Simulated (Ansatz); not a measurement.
# AgF (model cell, started as NiAs type): relaxing the cell for a phonon run

Aim: bring AgF (model cell, started as NiAs type) to small forces and stress, as phonons need.

Main program and level: Ansatz 0.2.0; DFT PBEsol, scalar-relativistic, plane waves, PAW.

The structure was built from a prototype and need not be the compound's stable phase.

## Step 1: The structure

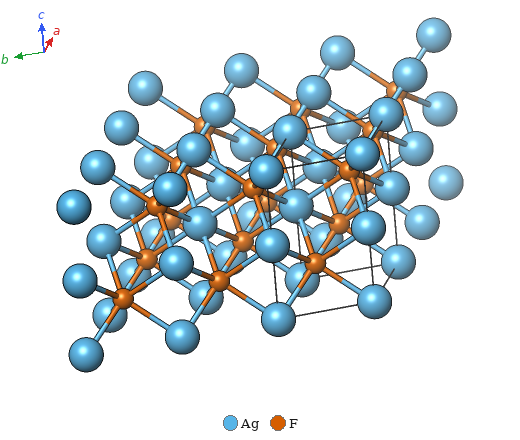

The cell as given, from a free direction (silver blue, fluorine orange). 3×3×1 cells are drawn. Bonds to atoms that aren't drawn are left out. Some periodic images of atoms are drawn too.

Coordinates:

```cif
data_structure
_symmetry_space_group_name_H-M 'P6_3/mmc'
_symmetry_Int_Tables_number 194
_cell_length_a 3.4020
_cell_length_b 3.4020
_cell_length_c 5.4432
_cell_angle_alpha 90.000
_cell_angle_beta 90.000
_cell_angle_gamma 120.000
_cell_volume 54.56
loop_
_atom_site_label
_atom_site_type_symbol
_atom_site_symmetry_multiplicity
_atom_site_Wyckoff_symbol
_atom_site_fract_x
_atom_site_fract_y
_atom_site_fract_z
_atom_site_occupancy
Ag1 Ag 2 a 0.00000 0.00000 0.00000 1
F1 F 2 c 0.33333 0.66667 0.25000 1
```

## Step 2: A coarse first look

A quick single point on a coarse mesh tells whether the cell has a gap and how far it is from rest, which sets the k mesh and smearing that follow.

input.yaml reads:

```yaml
crystal:
  lattice:
    - [3.40203, 0.0, 0.0]
    - [-1.70102, 2.94625, 0.0]
    - [0.0, 0.0, 5.44325]
  atoms:
    - { symbol: Ag, position: [0.0, 0.0, 0.0] }
    - { symbol: Ag, position: [0.0, 0.0, 0.5] }
    - { symbol: F, position: [0.333333, 0.666667, 0.25] }
    - { symbol: F, position: [0.666667, 0.333333, 0.75] }
kpoints:
  mp_grid: { grid: [6, 6, 4] }
hamiltonian:
  xc: pbesol
scf:
  occupations: { method: gaussian, width: 0.1 }
output:
  forces: true
  stress: true
  eigenvalues: true
```

Started as:

```bash
$ ansatz run input.yaml --threads 4 --pin off --max-ram 7168MiB --backend cpu --events-out ev --progress --plain --runs-dir out
```

Numbers of over 12 decimals in the logs are rounded to 6 here.

Log:

```text
[...]
k-point 0: bands = [... 22 lower, 9.6240, 9.9683, 10.3192, 10.5441, 10.5441, 15.4205, 17.5141, 23.8885, ... 1 higher]
  k-point 1: bands = [... 22 lower, 9.6161, 9.7809, 10.3841, 10.3841, 10.7052, 13.9697, 19.3330, 24.3993, ... 1 higher]
  k-point 2: bands = [... 22 lower, 9.9675, 9.9675, 9.9675, 9.9675, 12.2010, 12.2010, 22.0906, 22.0906, ... 1 higher]
  k-point 20: bands = [... 22 lower, 9.3112, 9.3112, 10.6595, 10.6595, 16.7189, 16.7189, 18.8097, 18.8097, ... 1 higher]
[key lines of the parts left out:]
SCF converged after 7 iterations
Free energy (F): -16642.930642 eV
Fermi energy:    10.736777 eV
P = ⅓ Tr σ = 8.8140 GPa (88.140 kbar)
```

It took 0.51 s on 4 threads of Intel Xeon 6975P-C (Granite Rapids), shared host; peak memory 0.4 GiB.

Numbers from this step:

```
pressure          : 8.814 GPa
volume per atom   : 13.64 Å³
gap on the k-mesh : 0 eV
```

The coarse mesh shows no gap and a pressure of 8.8 GPa.

## Step 3: Rough relaxation

The start is far from rest, so a relaxation with loose tolerances brings it close first.

input.yaml, as its differences from that of step 2:

```diff
@@ -20 +20,6 @@
   eigenvalues: true
+relax:
+  adjacent_minimum: "off"
+  f_tol: 0.05
+  max_steps: 80
+  cell: { stress_tol: 0.5 }
```

Log:

```text
[...]
Crystal: 4 atoms, lattice volume = 54.559 Å³
Basis set: ecut = 420 eV, 1087 PW (Γ), exchange–correlation on 48×48×80 points (8 copies of the dense FFT grid, shifted against one another)
Bands: 32, of which v1, the nominal top of the filled ones, is band 26 counted from 1 (25 counted from 0)
Symmetry: 24 space group operations
[...]
F+E_penalty+E_count = -16643.15306569 eV   max|allowed force component| = 2.255e-17 eV/Å   (the final SCF, on the basis selected at the relaxed cell)
  cell:  # Å, volume = 54.8566 Å³
    - [3.041891, 2.581157566330654e-6, 0]
    - [-1.520948, 2.634354, 0]
    - [0, 0, 6.845593]
  atoms:
    - { symbol: Ag, position: [0, 0, 0] }
    - { symbol: Ag, position: [0, 0, 0.500000] }
    - { symbol: F, position: [0.333333, 0.666667, 0.250000] }
    - { symbol: F, position: [0.666667, 0.333333, 0.750000] }
[key lines of the parts left out:]
SCF converged after 5 iterations
Free energy (F): -16643.153066 eV
Fermi energy:    10.314156 eV
P = ⅓ Tr σ = 0.0919 GPa (0.919 kbar)
```

It took 7.7 s on 4 threads; peak memory 0.44 GiB; 25 s of CPU time.

Relaxation path:

```tsv
step	energy less that of the first step (eV)	largest force component (eV/Å)	pressure (GPa)	volume (Å³)
1	0.0000	0.0000	8.81	54.56
2	-0.1151	0.0000	0.05	59.04
3	-0.1191	0.0000	-0.07	58.97
4	-0.1230	0.0000	-0.05	58.68
5*	-0.1482	0.0000	0.65	58.68
6	-0.1540	0.0000	0.19	58.68
7	-0.1592	0.0000	-0.13	58.36
8	-0.1650	0.0000	-0.36	57.49
9	-0.1671	0.0000	-0.37	56.26
10	-0.1673	0.0000	0.03	56.88
11*	-0.1844	0.0000	0.55	56.88
12	-0.1977	0.0000	0.25	56.52
13	-0.2132	0.0000	0.00	55.70
14*	-0.2153	0.0000	0.04	55.70
15	-0.2241	0.0000	0.16	54.86
16*	-0.2224	0.0000	0.09	54.86
```

Relaxation steps marked * repeat the geometry before them on a plane-wave basis chosen anew for their cell, so energy and pressure can jump there. Relaxation step 9 was tried and not accepted.

The run keeps the 24 symmetry operations that it works with, so distortions that break them were not tested.

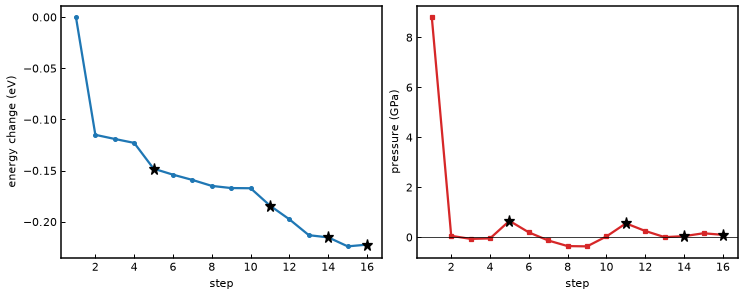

Energy and pressure along the relaxation. Stars mark steps on a basis chosen anew.

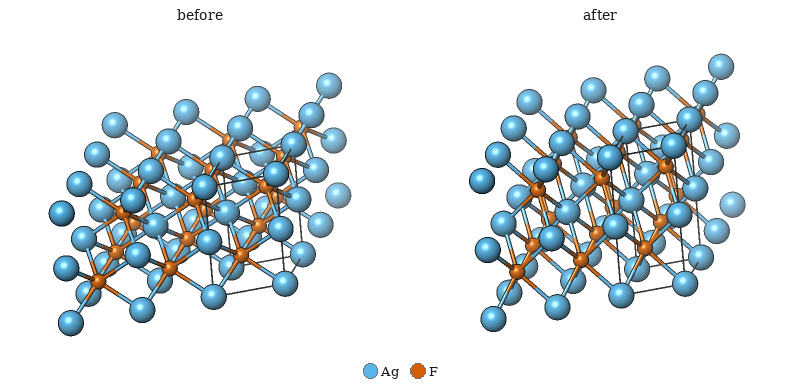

The structure before and after the relaxation, drawn at the same scale. Bonds to atoms that aren't drawn are left out.

```tsv
cell as run	before	after	change
a (Å)	3.402	3.042	-10.6 %
b (Å)	3.402	3.042	-10.6 %
c (Å)	5.443	6.846	+25.8 %
volume (Å³/atom)	13.64	13.71	+0.5 %
```

Numbers from this step:

```yaml
pressure: 0.09193 GPa
volume_per_atom: 13.71 Å³
```

In this step the volume went from 13.64 to 13.71 Å³/atom.

## Step 4: Relaxation

The cell and atoms are relaxed, since residual forces and stress would shift the frequencies.

input.yaml reads:

```yaml
crystal:
  lattice:
    - [3.0418913032, 2.5812e-06, 0.0]
    - [-1.5209478869, 2.6343538535, 0.0]
    - [0.0, 0.0, 6.8455926364]
  atoms:
    - { symbol: Ag, position: [0.0, 0.0, 0.0] }
    - { symbol: Ag, position: [0.0, 0.0, 0.5] }
    - { symbol: F, position: [0.3333333333, 0.6666666667, 0.25] }
    - { symbol: F, position: [0.6666666667, 0.3333333333, 0.75] }
kpoints:
  mp_grid: { grid: [15, 15, 6] }
hamiltonian:
  xc: pbesol
scf:
  occupations: { method: gaussian, width: 0.1 }
output:
  forces: true
  stress: true
  eigenvalues: true
  write_density: true
  write_potential: true
  elf: true
  volumetric_format: npy
relax:
  adjacent_minimum: "off"
  f_tol: 0.005
  max_steps: 80
  cell: { stress_tol: 0.05 }
```

Log:

```text
[...]
Crystal: 4 atoms, lattice volume = 54.857 Å³
Basis set: ecut = 420 eV, 1079 PW (Γ), exchange–correlation on 48×48×96 points (8 copies of the dense FFT grid, shifted against one another)
Bands: 32, of which v1, the nominal top of the filled ones, is band 26 counted from 1 (25 counted from 0)
Symmetry: 24 space group operations
[...]
k-points: 108 of 1350
[...]
SCF iter   1: F=—  HF=-16643.182145 eV  |F-HF|=—  |Δ(HF+E_count)|=         —  Δρ=1.75e-2  dr2=1.18e-1  ethr=1.77e-3  ⟨swp⟩=5.2  Hψ=12103  notcnv=0  defer=5
[...]
SCF iter   6: F=-16643.150845 eV  HF=-16643.150845 eV  |F-HF|=3.39e-9  |Δ(HF+E_count)|=   5.95e-8  Δρ=3.88e-6  dr2=5.26e-9  ethr=1.92e-10  ⟨swp⟩=11.0  Hψ=21823  notcnv=0
SCF 1 converged in 6 iterations: F = -16643.150845 eV  dr2 = 5.26e-9
[...]
relax step   1: F+E_penalty+E_count = -16643.15084532 eV  Δ(F+E_penalty+E_count) = +0.000e0 eV  max|allowed force component| = 2.197e-17 eV/Å  Δτ_max = 0.0000 Å  P = +0.117 GPa  Ω = 54.857 Å³  (6 SCF iters, dr2 threshold 1.00e-7 eV, accepted)
Crystal: 4 atoms, lattice volume = 54.907 Å³
[...]
SCF iter   5: F=-16643.150766 eV  HF=-16643.150766 eV  |F-HF|=4.47e-9  |Δ(HF+E_count)|=   5.85e-8  Δρ=4.18e-6  dr2=7.02e-9  ethr=2.90e-10  ⟨swp⟩=7.1  Hψ=17848  notcnv=0
SCF 2 converged in 5 iterations: F = -16643.150766 eV  dr2 = 7.02e-9
relax step   2: F+E_penalty+E_count = -16643.15076642 eV  Δ(F+E_penalty+E_count) = +7.891e-5 eV  max|allowed force component| = 1.735e-17 eV/Å  Δτ_max = 0.0000 Å  P = -0.024 GPa  Ω = 54.907 Å³  energy of the carried Pulay correction = -1.413e-4 eV  (5 SCF iters, dr2 threshold 1.51e-7 eV, accepted)
[...]
SCF iter   5: F=-16643.150908 eV  HF=-16643.150908 eV  |F-HF|=1.82e-11  |Δ(HF+E_count)|=  4.00e-11  Δρ=2.34e-7  dr2=1.99e-11  ethr=1.00e-12  ⟨swp⟩=4.0  Hψ=14684  notcnv=0
SCF 3 converged in 5 iterations: F = -16643.150908 eV  dr2 = 1.99e-11
relax step   3: F+E_penalty+E_count = -16643.15090795 eV  Δ(F+E_penalty+E_count) = -1.415e-4 eV  max|allowed force component| = 1.908e-17 eV/Å  Δτ_max = 0.0000 Å  P = -0.019 GPa  Ω = 54.907 Å³  stress off target by 3.94e-2 GPa  SCF on the basis re-selected at this cell (its energy is not comparable with the rows above)  (5 SCF iters)
[...]
SCF converged after 5 iterations
Free energy (F): -16643.150908 eV
[...]
Internal energy: -16643.146744 eV  (E = F + TS)
E sigma→0 (E₀):  -16643.148826 eV
Entropy (-TS):   -0.004164 eV (-1.041 meV/atom)
Fermi energy:    10.294747 eV
[...]
--- Stress (GPa, compression-positive) ---
       -0.039424      -0.000000       0.000000
       -0.000000      -0.039424       0.000000
        0.000000       0.000000       0.021808
  P = ⅓ Tr σ = -0.0190 GPa (-0.190 kbar)
--- Band table (eV; the first three rows and the last of 108) ---
  k-point 0: bands = [... 22 lower, 8.9978, 8.9978, 9.7329, 9.7376, 9.7376, 14.1956, 15.7679, 22.9834, ... 2 higher]
  k-point 1: bands = [... 22 lower, 9.0395, 9.0395, 9.6895, 9.6895, 9.9635, 13.5222, 16.5149, 22.1004, ... 2 higher]
  k-point 2: bands = [... 22 lower, 9.1697, 9.1697, 9.5545, 9.5545, 10.5854, 12.4716, 17.7896, 20.6566, ... 2 higher]
  k-point 107: bands = [... 22 lower, 9.1710, 9.1710, 10.2429, 10.2429, 17.9090, 17.9090, 18.0868, 18.0868, ... 2 higher]
--- Relaxed structure (2 steps of the walk, 2 accepted, 1 SCFs on fresh bases) ---
[...]
cell:  # Å, volume = 54.9071 Å³
    - [3.041082, 2.5804641174354345e-6, 0]
    - [-1.520543, 2.633653, 0]
    - [0.0, 0, 6.855543]
  atoms:
    - { symbol: Ag, position: [0, 0, 0] }
    - { symbol: Ag, position: [0, 0, 0.500000] }
    - { symbol: F, position: [0.333333, 0.666667, 0.250000] }
    - { symbol: F, position: [0.666667, 0.333333, 0.750000] }
```

Run time: 4.6 s. Hardware: 4 threads; peak memory 0.55 GiB.

Relaxation path:

```tsv
step	energy less that of the first step (eV)	largest force component (eV/Å)	pressure (GPa)	volume (Å³)
1	0.0000	0.0000	0.12	54.86
2	0.0001	0.0000	-0.02	54.91
3*	-0.0001	0.0000	-0.02	54.91
```

Relaxation steps marked * repeat the geometry before them on a plane-wave basis chosen anew for their cell, so energy and pressure can jump there.

Forces are held to the 24 operations that the run works with; a distortion that breaks them can't arise in this run.

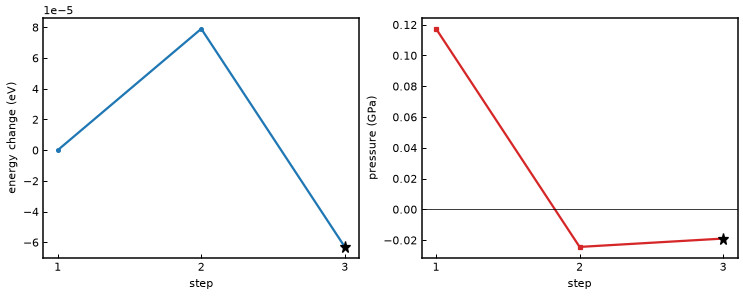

Energy and pressure along the relaxation. Stars mark steps on a basis chosen anew.

```tsv
conventional cell, symmetrised	before	after	change
a (Å)	3.042	3.041	-0.0 %
b (Å)	3.042	3.041	-0.0 %
c (Å)	6.846	6.856	+0.1 %
volume (Å³/atom)	13.71	13.73	+0.1 %
```

The relaxed structure:

```xyz
4
Lattice="3.0411 0.0000 0.0000 -1.5205 2.6337 0.0000 0.0000 0.0000 6.8555" Properties=species:S:1:pos:R:3 pbc="T T T"
Ag    0.0000    0.0000    0.0000
Ag    0.0000    0.0000    3.4278
F     0.0000    1.7558    1.7139
F     1.5205    0.8779    5.1417
```

This step gave:

- pressure: -0.01901 GPa
- volume per atom: 13.73 Å³

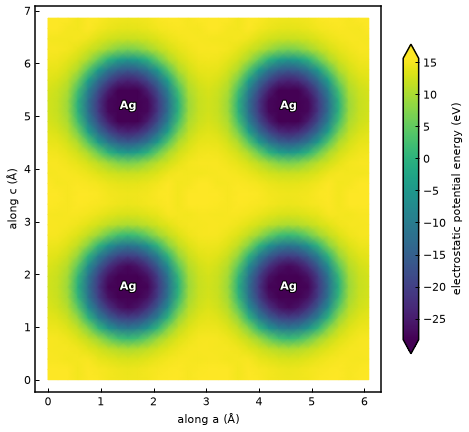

Electrostatic potential energy in the ac plane at fractional y = 1.000, with atoms of Ag within 0.2 Å of it. With pseudopotentials it is smooth inside the atoms' cores, unlike the true potential. The map starts off the cell's origin, so that atoms lie inside it.

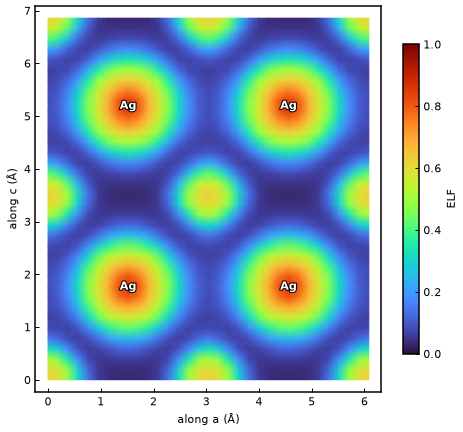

ELF in the ac plane at fractional y = 1.000, with atoms of Ag within 0.2 Å of it. It is the smooth field of the valence electrons, not physical close to the nuclei. The map starts off the cell's origin, so that atoms lie inside it.

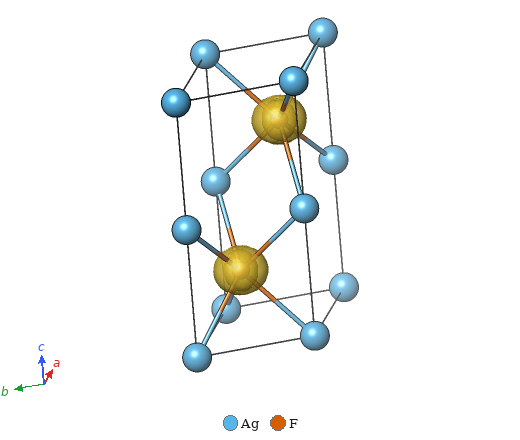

Surface of ELF = 0.79. Bonds to atoms that aren't drawn are left out.

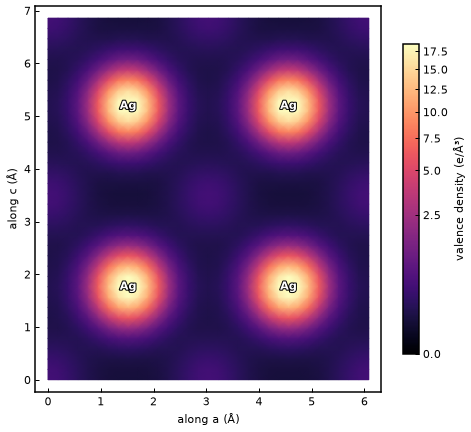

Valence density in the ac plane at fractional y = 1.000, with atoms of Ag within 0.2 Å of it. It is the smooth field of the valence electrons, not physical close to the nuclei. The map starts off the cell's origin, so that atoms lie inside it. The colour scale is stretched toward low values.

In this step the volume went from 13.71 to 13.73 Å³/atom.

## Step 5: Relaxing to small forces for the phonons

Phonons need a cell at rest on their own settings, so the relaxation is repeated with tight tolerances on forces and stress on the k mesh and occupations of the first response run.

input.yaml reads:

```yaml
crystal:
  lattice:
    - [3.0410817441, 2.5805e-06, 0.0]
    - [-1.5205431068, 2.6336527551, 0.0]
    - [0.0, 0.0, 6.8555428513]
  atoms:
    - { symbol: Ag, position: [0.0, 0.0, 0.0] }
    - { symbol: Ag, position: [0.0, 0.0, 0.5] }
    - { symbol: F, position: [0.3333333333, 0.6666666667, 0.25] }
    - { symbol: F, position: [0.6666666667, 0.3333333333, 0.75] }
kpoints:
  mp_grid: { grid: [15, 15, 6] }
hamiltonian:
  xc: pbesol
scf:
  occupations: { method: methfessel_paxton, width: 0.2 }
output:
  forces: true
  stress: true
  eigenvalues: true
relax:
  adjacent_minimum: "off"
  f_tol: 0.001
  max_steps: 60
  cell: { stress_tol: 0.01 }
```

Log:

```text
[...]
Crystal: 4 atoms, lattice volume = 54.907 Å³
Basis set: ecut = 420 eV, 1079 PW (Γ), exchange–correlation on 48×48×96 points (8 copies of the dense FFT grid, shifted against one another)
Bands: 32, of which v1, the nominal top of the filled ones, is band 26 counted from 1 (25 counted from 0)
Symmetry: 24 space group operations
[...]
k-points: 108 of 1350
[...]
--- Relaxed structure (3 steps of the walk, 3 accepted, 1 SCFs on fresh bases) ---
[...]
cell:  # Å, volume = 54.8496 Å³
    - [3.038066, 2.5779244479505507e-6, 0.0]
    - [-1.519035, 2.631041, 0.0]
    - [0.0, 0.0, 6.861959]
  atoms:
    - { symbol: Ag, position: [0, 0, 0.0] }
    - { symbol: Ag, position: [0, 0, 0.5] }
    - { symbol: F, position: [0.333333, 0.666667, 0.25] }
    - { symbol: F, position: [0.666667, 0.333333, 0.75] }
[key lines of the parts left out:]
SCF converged after 6 iterations
Free energy (F): -16643.145669 eV
Fermi energy:    10.301415 eV
P = ⅓ Tr σ = -0.0032 GPa (-0.032 kbar)
```

The job ended after 5.6 s (4 threads; peak memory 0.54 GiB).

Little changed from the start: no atom moved by 0.005 Å and no cell edge by 0.1 %.

Numbers from this step:

```
pressure        : -0.003186 GPa
volume per atom : 13.71 Å³
```

The forces vanish by symmetry and the pressure is -0.003 GPa, within the tolerances set. The cell now holds 13.71 Å³/atom.

## Step 6: Outcome

```yaml
space_group_after_relaxation_within_0p01_a: P6_3/mmc
lattice_constant_a: 3.038 Å
lattice_constant_b: 3.038 Å
lattice_constant_c: 6.862 Å
volume_per_atom: 13.7 Å³
```

In words: The forces vanish by symmetry and the pressure is -0.003 GPa, within the tolerances set. The cell now holds 13.71 Å³/atom. The relaxation keeps the symmetry of its start, so it says nothing on stability against lower symmetry. The starting cell was built on a prototype and not taken from a measurement, so the phase need not exist.

[Logs are printed without paths, hosts, clocks, repeated set-up lines and the standing remarks that a program may print on its own settings, such as how far it seeks lower states.]

[Hosts, paths, dates, database ids (printed as entryN), source tags and the programs' standing remarks are cut or masked in the printed files.]
